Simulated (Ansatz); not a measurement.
**Molecular dynamics, with input and output: SnSiH8O (part 4 of 4)**

Continued. System: SnSiH8O. Method: RKS BHLYP-D4/def2-SVP (Ansatz 0.2.0). It belongs to a series of runs on one base structure; here: dynamics from the highest image of the converged band.

Geometry of the input (Å):
```
Sn -0.5847  -1.1550  -1.2134
H  1.1909  -1.7331  -0.2870
H  0.2163  -1.2230  -2.7139
H  -1.3035  -2.5934  -0.6547
H  -1.8112  0.0427  -1.3218
H  1.0380  -0.8180  0.2107
O  0.3406  0.1204  0.3211
Si 0.2449  1.5273  1.2126
H  0.2905  2.7060  0.3189
H  -1.0167  1.5581  1.9855
H  1.3947  1.5681  2.1421
```

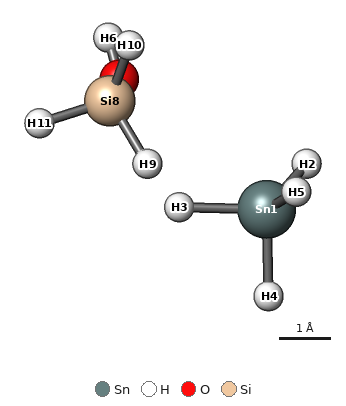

**Figure 1.** The geometry at step 155 of the log (ball-and-stick view, seen at a tilt; atoms are numbered from 1 in the order of the input).

## Trajectory as extended XYZ, continued
```
11
Properties=species:S:1:pos:R:3:forces:R:3 step=110 time_fs=55.0 energy=-15878.69001 temperature=1337.7
Sn   -0.6532   -1.2498   -1.3280   -0.6335  -1.8135   1.0306
H     0.0800   -2.6222   -0.5200   -0.2154   0.2776  -0.1851
H     0.6847   -0.3798   -1.7154    0.3311   0.7102  -0.6583
H    -1.6743   -2.0475   -2.5051    0.4364   0.5800   0.0595
H    -1.6981   -0.6066   -0.1327    0.0544   0.2096  -0.2999
H     1.5232   -0.1299    1.6179   -1.7772   1.2059  -1.9467
O     0.9052    0.3026    0.9359    2.1562  -1.3064   1.9869
Si    0.2477    1.7843    1.2994   -0.0317  -0.8578   0.9628
H    -0.5737    1.9845    0.1309   -0.3539   0.6207  -0.4510
H    -0.5963    1.6173    2.5342    0.1463   0.3098  -0.3041
H     1.2854    2.8063    1.5829   -0.1127   0.0638  -0.1948
11
Properties=species:S:1:pos:R:3:forces:R:3 step=115 time_fs=57.5 energy=-15878.66546 temperature=1315.7
Sn   -0.6601   -1.2558   -1.3360   -0.5024  -1.8590   0.9288
H     0.0333   -2.6544   -0.5268   -0.2066   0.3001  -0.2531
H     0.6980   -0.3599   -1.6007    0.2783   0.6639  -0.6003
H    -1.5803   -2.0159   -2.6251    0.4020   0.6455   0.2519
H    -1.7270   -0.6692   -0.1253    0.0240   0.2069  -0.3899
H     1.5496   -0.0599    1.6835   -1.4361   0.8615  -1.7047
O     0.9470    0.3323    0.9830    2.0844  -1.3103   1.7171
Si    0.2522    1.7936    1.3046   -0.5115  -0.7179   0.3152
H    -0.6076    1.8828    0.1115   -0.0126   0.6988   0.0505
H    -0.5530    1.6266    2.5405   -0.1420   0.2903  -0.0204
H     1.2373    2.8545    1.5818    0.0224   0.2202  -0.2952
11
Properties=species:S:1:pos:R:3:forces:R:3 step=120 time_fs=60.0 energy=-15878.58214 temperature=1247.0
Sn   -0.6672   -1.2628   -1.3435    0.3033  -1.1519   0.6681
H    -0.0251   -2.6695   -0.5481   -0.0652   0.1281  -0.1936
H     0.7249   -0.3024   -1.5214   -0.3507   0.1672  -0.4285
H    -1.4630   -1.9465   -2.7311    0.2026   0.5455   0.2268
H    -1.7548   -0.7191   -0.1405   -0.0826   0.2603  -0.3594
H     1.5158    0.0457    1.6781    2.9920  -1.9848   3.5100
O     0.9950    0.3581    1.0347   -2.2105   1.4646  -3.3981
Si    0.2557    1.8013    1.3105   -0.8459  -0.4864  -0.5056
H    -0.6421    1.8226    0.0952    0.3845   0.6928   0.5829
H    -0.5178    1.6529    2.5457   -0.3784   0.1978   0.2713
H     1.1899    2.9147    1.5630    0.0509   0.1668  -0.3738
11
Properties=species:S:1:pos:R:3:forces:R:3 step=125 time_fs=62.5 energy=-15878.77420 temperature=1407.6
Sn   -0.6741   -1.2703   -1.3506    0.9587  -0.2678   0.4489
H    -0.0871   -2.6777   -0.5805    0.1274  -0.1726  -0.0514
H     0.7319   -0.2347   -1.4680   -0.7954  -0.2821  -0.2935
H    -1.3339   -1.8449   -2.8243   -0.0469   0.3557   0.0571
H    -1.7878   -0.7534   -0.1770   -0.2252   0.3161  -0.2620
H     1.6010    0.0702    1.8107   -0.6424   0.2627  -0.9555
O     1.0384    0.3871    1.0781    1.4350  -0.8912   0.9893
Si    0.2574    1.8081    1.3154   -0.8251   0.0137  -0.3295
H    -0.6555    1.8033    0.1110    0.3977   0.5861   0.5644
H    -0.5040    1.6913    2.5654   -0.3462   0.1414   0.2192
H     1.1449    2.9841    1.5222   -0.0377  -0.0621  -0.3871
11
Properties=species:S:1:pos:R:3:forces:R:3 step=130 time_fs=65.0 energy=-15878.72726 temperature=1370.4
Sn   -0.6806   -1.2780   -1.3576    1.0722   0.2697   0.2393
H    -0.1419   -2.6957   -0.6162    0.2402  -0.3723   0.0431
H     0.6937   -0.1824   -1.4323   -0.7667  -0.4296  -0.1719
H    -1.2071   -1.7219   -2.9136   -0.2137   0.1834  -0.0128
H    -1.8339   -0.7691   -0.2293   -0.3046   0.3094  -0.1971
H     1.6699    0.0970    1.9128   -1.9099   1.0188  -2.6232
O     1.0858    0.4137    1.1235    2.5263  -1.5253   2.5960
Si    0.2573    1.8148    1.3198   -0.4828   0.4151   0.5624
H    -0.6471    1.8185    0.1578   -0.0018   0.3584  -0.0005
H    -0.5097    1.7381    2.5965   -0.0764   0.0830  -0.1376
H     1.0980    3.0497    1.4588   -0.0828  -0.3105  -0.2977
11
Properties=species:S:1:pos:R:3:forces:R:3 step=135 time_fs=67.5 energy=-15878.86687 temperature=1487.1
Sn   -0.6866   -1.2856   -1.3644    0.6366   0.2072  -0.0118
H    -0.1831   -2.7344   -0.6502    0.2002  -0.2542  -0.0139
H     0.6117   -0.1540   -1.4067   -0.2905  -0.2177  -0.0291
H    -1.0926   -1.5878   -3.0022   -0.2739   0.0406   0.1940
H    -1.8975   -0.7668   -0.2939   -0.2397   0.1977  -0.2257
H     1.6467    0.1720    1.8879    1.5808  -0.8853   2.1162
O     1.1413    0.4354    1.1769   -1.3633   0.8572  -2.0803
Si    0.2563    1.8224    1.3253    0.0221   0.4193   1.1920
H    -0.6393    1.8548    0.2041   -0.4689   0.0569  -0.6225
H    -0.5200    1.7897    2.6200    0.1717  -0.0188  -0.3957
H     1.0468    3.0974    1.3779    0.0249  -0.4029  -0.1232
11
Properties=species:S:1:pos:R:3:forces:R:3 step=140 time_fs=70.0 energy=-15878.86952 temperature=1488.3
Sn   -0.6922   -1.2931   -1.3712   -0.0932  -0.2170  -0.2686
H    -0.2127   -2.7871   -0.6854    0.0790   0.0850  -0.1520
H     0.5136   -0.1373   -1.3826    0.4119   0.2448   0.1443
H    -0.9943   -1.4515   -3.0786   -0.3010  -0.1369   0.5110
H    -1.9749   -0.7531   -0.3722   -0.0572   0.0062  -0.2997
H     1.6970    0.2065    1.9623    0.8224  -0.4190   1.1796
O     1.1929    0.4595    1.2241   -1.0372   0.7583  -1.2267
Si    0.2552    1.8309    1.3332    0.1370   0.3030   0.8668
H    -0.6567    1.8944    0.2170   -0.3844  -0.2591  -0.5210
H    -0.5213    1.8402    2.6216    0.1945  -0.1001  -0.2997
H     0.9976    3.1223    1.2898    0.2284  -0.2651   0.0659
11
Properties=species:S:1:pos:R:3:forces:R:3 step=145 time_fs=72.5 energy=-15878.60460 temperature=1265.4
Sn   -0.6979   -1.3007   -1.3782   -0.5327  -0.3244  -0.5019
H    -0.2374   -2.8351   -0.7293   -0.0060   0.3585  -0.2259
H     0.4385   -0.1071   -1.3500    0.7746   0.4623   0.3205
H    -0.9140   -1.3234   -3.1253   -0.3230  -0.3366   0.6680
H    -2.0556   -0.7390   -0.4681    0.1328  -0.1791  -0.3147
H     1.7936    0.2168    2.1018   -1.9844   1.0609  -2.8476
O     1.2408    0.4864    1.2670    1.3873  -0.4947   2.6537
Si    0.2544    1.8400    1.3429    0.0249   0.1678  -0.1857
H    -0.6948    1.9187    0.2016    0.1354  -0.5244   0.1307
H    -0.5119    1.8851    2.6068    0.0099  -0.1258   0.0994
H     0.9619    3.1315    1.2053    0.3811  -0.0645   0.2036
11
Properties=species:S:1:pos:R:3:forces:R:3 step=150 time_fs=75.0 energy=-15878.66495 temperature=1312.9
Sn   -0.7038   -1.3084   -1.3854   -0.3469   0.3191  -0.6455
H    -0.2620   -2.8630   -0.7861   -0.0022   0.3765  -0.1685
H     0.4063   -0.0526   -1.2985    0.4803   0.0390   0.4157
H    -0.8529   -1.2152   -3.1334   -0.3155  -0.4855   0.5491
H    -2.1289   -0.7352   -0.5823    0.2310  -0.2833  -0.2175
H     1.7921    0.2799    2.1010   -0.1883   0.1646  -0.1423
O     1.2926    0.5121    1.3181   -0.8282   0.7580  -0.0480
Si    0.2537    1.8494    1.3522    0.2570  -0.0941  -1.0489
H    -0.7258    1.9124    0.1928    0.4794  -0.6507   0.5695
H    -0.5018    1.9225    2.5977   -0.1408  -0.1168   0.4416
H     0.9481    3.1361    1.1328    0.3741  -0.0266   0.2949
11
Properties=species:S:1:pos:R:3:forces:R:3 step=155 time_fs=77.5 energy=-15878.50840 temperature=1181.9
Sn   -0.7099   -1.3160   -1.3930    0.0618   1.2544  -0.5839
H    -0.2864   -2.8697   -0.8525    0.0756   0.1135  -0.0060
H     0.4018    0.0031   -1.2229   -0.0255  -0.6038   0.3736
H    -0.8105   -1.1356   -3.1100   -0.2600  -0.5299   0.1540
H    -2.1890   -0.7478   -0.7091    0.1950  -0.2918  -0.0297
H     1.7917    0.3480    2.1132    2.1014  -0.8437   3.6028
O     1.3406    0.5409    1.3676   -3.4280   1.9816  -3.7810
Si    0.2536    1.8587    1.3594    0.7135  -0.2664  -0.9126
H    -0.7303    1.8679    0.2154    0.3948  -0.6227   0.4876
H    -0.4988    1.9531    2.6127   -0.0405  -0.0866   0.3363
H     0.9560    3.1385    1.0778    0.2120  -0.1046   0.3591
11
Properties=species:S:1:pos:R:3:forces:R:3 step=160 time_fs=80.0 energy=-15878.51203 temperature=1184.6
Sn   -0.7160   -1.3229   -1.4008    0.3077   1.8400  -0.3404
H    -0.3062   -2.8701   -0.9192    0.1607  -0.2502   0.1632
H     0.3969    0.0242   -1.1253   -0.3240  -0.9652   0.2486
H    -0.7833   -1.0871   -3.0780   -0.1543  -0.4660  -0.3663
H    -2.2380   -0.7777   -0.8375    0.0604  -0.2424   0.1800
H     1.8768    0.3827    2.2736   -1.5672   0.7274  -2.4715
O     1.3782    0.5761    1.4071    0.1777   0.3007   2.2151
Si    0.2550    1.8674    1.3648    1.2274  -0.2876   0.1341
H    -0.7130    1.7866    0.2650   -0.0640  -0.5077  -0.0390
H    -0.4976    1.9786    2.6463    0.1848  -0.0373  -0.0759
H     0.9762    3.1350    1.0440   -0.0093  -0.1118   0.3522
11
Properties=species:S:1:pos:R:3:forces:R:3 step=165 time_fs=82.5 energy=-15878.57048 temperature=1234.1
Sn   -0.7219   -1.3289   -1.4088    0.2846   1.7202  -0.1905
H    -0.3169   -2.8843   -0.9766    0.1579  -0.3703   0.2199
H     0.3741   -0.0104   -1.0128   -0.3238  -0.9133   0.1357
H    -0.7652   -1.0664   -3.0667   -0.0134  -0.3611  -0.6307
H    -2.2832   -0.8220   -0.9555   -0.0501  -0.1938   0.3317
H     1.8896    0.4514    2.3212   -1.2262   0.5227  -2.0278
O     1.4152    0.6130    1.4527   -0.1629   0.4242   1.7773
Si    0.2591    1.8755    1.3705    1.5946  -0.4674   0.9279
H    -0.6990    1.6749    0.3129   -0.3813  -0.3604  -0.4174
H    -0.4859    2.0018    2.6760    0.3009   0.0055  -0.3576
H     0.9961    3.1253    1.0307   -0.1803  -0.0063   0.2315
11
Properties=species:S:1:pos:R:3:forces:R:3 step=170 time_fs=85.0 energy=-15878.56419 temperature=1231.4
Sn   -0.7277   -1.3341   -1.4169   -0.0557   0.8948  -0.4365
H    -0.3187   -2.9188   -1.0216    0.0415  -0.1248   0.1463
H     0.3333   -0.0978   -0.8916   -0.0320  -0.4697   0.1351
H    -0.7479   -1.0673   -3.0905    0.1257  -0.2843  -0.3750
H    -2.3307   -0.8782   -1.0541   -0.0154  -0.1779   0.3846
H     1.8490    0.5454    2.2853    2.2331  -0.5894   4.3735
O     1.4504    0.6518    1.5027   -3.5299   1.4426  -4.5448
Si    0.2665    1.8825    1.3779    1.3494  -0.8949   0.6807
H    -0.7043    1.5427    0.3396   -0.0582  -0.0290  -0.1015
H    -0.4573    2.0253    2.6861    0.1984   0.0499  -0.2845
H     1.0058    3.1157    1.0307   -0.2569   0.1828   0.0222
11
Properties=species:S:1:pos:R:3:forces:R:3 step=175 time_fs=87.5 energy=-15878.71863 temperature=1359.7
Sn   -0.7335   -1.3388   -1.4253   -0.5592  -0.1588  -0.9662
H    -0.3181   -2.9603   -1.0580   -0.1012   0.2119   0.0375
H     0.2913   -0.2125   -0.7617    0.3675   0.1103   0.2598
H    -0.7233   -1.0853   -3.1354    0.2228  -0.2061   0.1541
H    -2.3785   -0.9449   -1.1300    0.1467  -0.1634   0.3651
H     1.8952    0.6178    2.4216   -0.5617   0.1180  -1.2058
O     1.4753    0.6952    1.5412   -0.3610   0.3545   1.0388
Si    0.2767    1.8877    1.3868    0.8077  -1.1857   0.0567
H    -0.7124    1.4095    0.3609    0.4245   0.4505   0.3783
H    -0.4178    2.0520    2.6806   -0.0946   0.1220   0.0743
H     1.0002    3.1170    1.0321   -0.2913   0.3469  -0.1927
11
Properties=species:S:1:pos:R:3:forces:R:3 step=180 time_fs=90.0 energy=-15878.55314 temperature=1221.0
Sn   -0.7396   -1.3436   -1.4341   -0.6993  -0.7212  -1.2061
H    -0.3232   -2.9901   -1.0919   -0.1772   0.3597  -0.0255
H     0.2693   -0.3227   -0.6170    0.4000   0.2829   0.2108
H    -0.6857   -1.1154   -3.1718    0.2653  -0.0731   0.5404
H    -2.4175   -1.0212   -1.1842    0.2957  -0.0964   0.3238
H     1.9252    0.6921    2.5192   -1.4010   0.1728  -3.1373
O     1.4977    0.7402    1.5815    0.9394  -0.0836   3.0034
Si    0.2887    1.8903    1.3959    0.4981  -1.0080  -0.2002
H    -0.6970    1.3023    0.4028    0.5320   0.7424   0.4619
H    -0.3836    2.0859    2.6792   -0.3058   0.1580   0.3389
H     0.9771    3.1378    1.0224   -0.3473   0.2662  -0.3102
11
Properties=species:S:1:pos:R:3:forces:R:3 step=185 time_fs=92.5 energy=-15878.65615 temperature=1306.0
Sn   -0.7461   -1.3487   -1.4435   -0.3012  -0.6829  -0.7492
H    -0.3385   -2.9997   -1.1270   -0.1599   0.2431  -0.0250
H     0.2689   -0.4182   -0.4618   -0.0283   0.0178  -0.2423
H    -0.6323   -1.1495   -3.1777    0.2684   0.1126   0.5681
H    -2.4396   -1.1030   -1.2191    0.3053   0.0313   0.2852
H     1.8879    0.7748    2.4647    1.2808  -0.1513   2.5271
O     1.5226    0.7850    1.6309   -1.3267   0.0346  -2.5026
Si    0.3018    1.8909    1.4046    0.3987  -0.2761   0.1897
H    -0.6521    1.2376    0.4700    0.1611   0.6325   0.0744
H    -0.3660    2.1286    2.6957   -0.2108   0.0873   0.1704
H     0.9333    3.1733    0.9949   -0.3875  -0.0488  -0.2958
11
Properties=species:S:1:pos:R:3:forces:R:3 step=190 time_fs=95.0 energy=-15878.64934 temperature=1299.1
Sn   -0.7527   -1.3542   -1.4533    0.1747  -0.5338   0.1085
H    -0.3630   -2.9957   -1.1635   -0.0800  -0.0655   0.0119
H     0.2670   -0.5122   -0.3214   -0.4318  -0.1769  -0.7474
H    -0.5630   -1.1769   -3.1514    0.2622   0.3133   0.2294
H    -2.4442   -1.1828   -1.2368    0.1538   0.1791   0.2407
H     1.9109    0.8516    2.5268    0.7429  -0.0919   1.2597
O     1.5436    0.8298    1.6730   -0.2615  -0.3211  -1.1318
Si    0.3157    1.8910    1.4138    0.2597   0.8941   1.0225
H    -0.5992    1.2088    0.5403   -0.5066   0.1591  -0.5659
H    -0.3605    2.1763    2.7214    0.0091  -0.0352  -0.2157
H     0.8669    3.2062    0.9499   -0.3225  -0.3212  -0.2119
11
Properties=species:S:1:pos:R:3:forces:R:3 step=195 time_fs=97.5 energy=-15878.43086 temperature=1116.3
Sn   -0.7592   -1.3599   -1.4630    0.3975  -0.6003   0.8342
H    -0.3924   -2.9955   -1.1993   -0.0065  -0.3505   0.0262
H     0.2409   -0.6155   -0.2241   -0.5224  -0.1019  -0.9354
H    -0.4779   -1.1857   -3.1120    0.2621   0.4779  -0.2345
H    -2.4399   -1.2519   -1.2403   -0.0573   0.3036   0.1695
H     1.9761    0.9215    2.6601   -1.3322  -0.1952  -3.3268
O     1.5638    0.8734    1.7111    2.3038  -0.5185   3.4573
Si    0.3301    1.8929    1.4251   -0.3440   1.6092   1.2636
H    -0.5742    1.1905    0.5792   -0.7050  -0.1171  -0.7199
H    -0.3550    2.2221    2.7352    0.1234  -0.1233  -0.3998
H     0.7818    3.2208    0.8923   -0.1194  -0.3839  -0.1344
11
Properties=species:S:1:pos:R:3:forces:R:3 step=200 time_fs=100.0 energy=-15878.61109 temperature=1266.2
Sn   -0.7655   -1.3660   -1.4724    0.3142  -1.0050   0.8894
H    -0.4224   -3.0149   -1.2340   -0.0001  -0.3558  -0.0347
H     0.1851   -0.7238   -0.1806   -0.2774   0.1816  -0.6764
H    -0.3774   -1.1663   -3.0849    0.2008   0.5428  -0.3560
H    -2.4385   -1.3032   -1.2339   -0.1697   0.3845   0.0550
H     1.9773    0.9805    2.6293    0.1114  -0.0812  -0.0787
O     1.5915    0.9152    1.7601    0.9410  -0.5662   0.2121
Si    0.3437    1.8981    1.4389   -1.2669   1.1921   0.4224
H    -0.5873    1.1680    0.5790   -0.1138   0.1214  -0.1209
H    -0.3428    2.2608    2.7268    0.0900  -0.1362  -0.2248
H     0.6900    3.2134    0.8264    0.1704  -0.2780  -0.0873
```

## Summary

```csv
quantity,value
outcome,finished
mean temperature over the second half,1311 K
trajectory,"200 steps, 100 fs"
ensemble,nve
temperature in the input,300.0 K
time step,0.5 fs
potential energy (last step),−15878.6113 eV
mean-field energy (last step),−15878.4046 eV
largest force (length of the vector) (last step),1.790 eV/Å
hardware,"2 threads of Intel Xeon (Sapphire Rapids), 16 GiB of memory available, shared host"
wall time,6.3 min (CPU time 12 min)
peak memory,0.23 GiB
```

## Remarks

So short a trajectory is not equilibrated.
